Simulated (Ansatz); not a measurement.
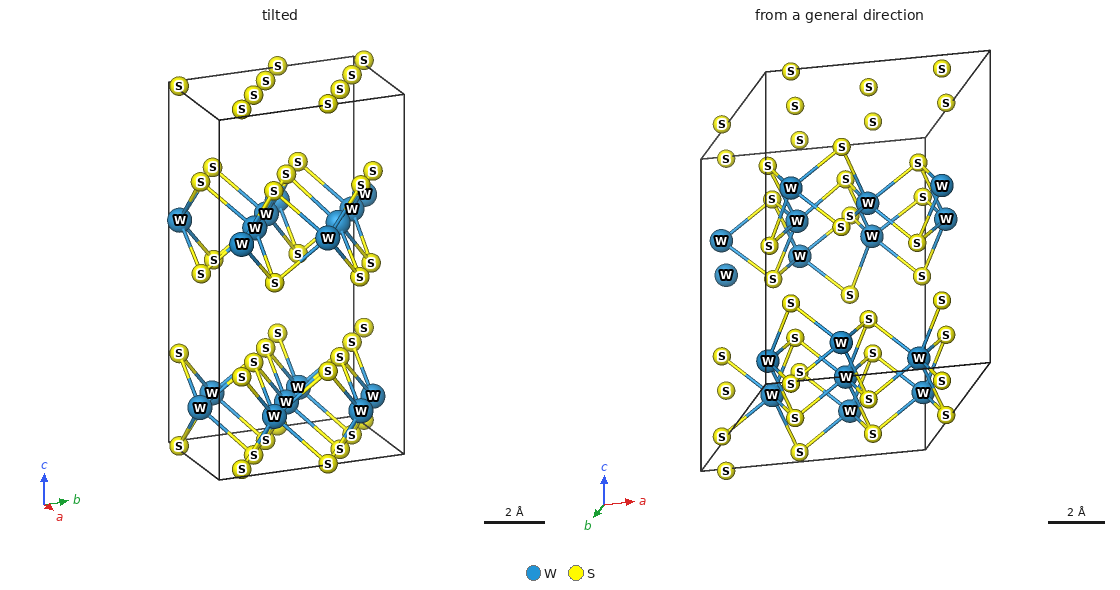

We look at a ball-and-stick model of the crystal slightly off an axis and from a general direction. Lines trace the edges of the supercell. The host is WS2, in a cell of 42 sites, and the cell is neutral.

Question: Name the defect and give its surroundings.

Answer: A sulfur vacancy. Around the empty site lie three W at about 2.3 to 2.4 Å.

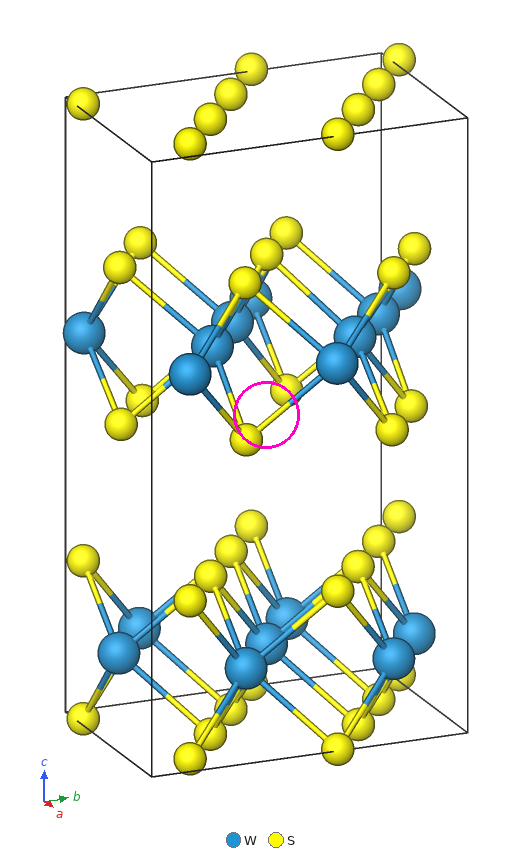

The same cell with a ring at the defect's site.

The atoms were relaxed in the host's cell with DFT LDA, scalar-relativistic, plane waves, PAW (Ansatz).
